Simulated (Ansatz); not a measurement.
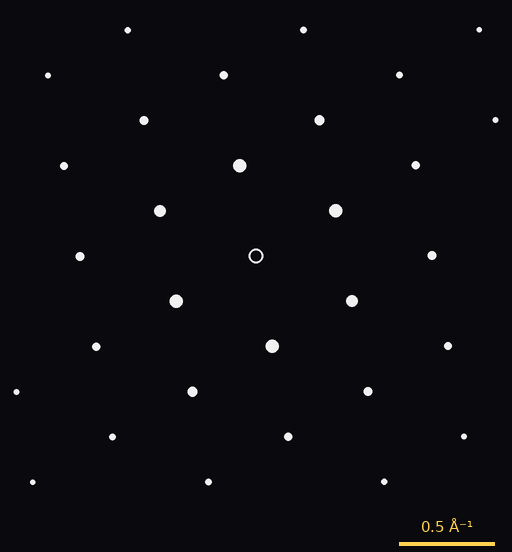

Simulated selected-area electron diffraction pattern (200 kV, kinematic approximation, thin crystal, B = 1 Å² for all atoms).

Phase: Ni, space group Fm-3m (No. 225), a = 3.58 Å. Structure: the input geometry of an electronic-structure calculation (not necessarily at equilibrium).

Q: Determine the zone axis from the geometry of the pattern.

A: The spots form a centred rectangular net with both shortest vectors at d = 2.07 Å, 70.5° apart. They index as -1 1 -1 and -1 1 1, so the zone axis is [110] (or an equivalent direction of <110>).

Q: Which reflections of this zone are missing, and why?

A: The lattice centring (F) removes all reflections that break h + k = 2n, h + l = 2n.
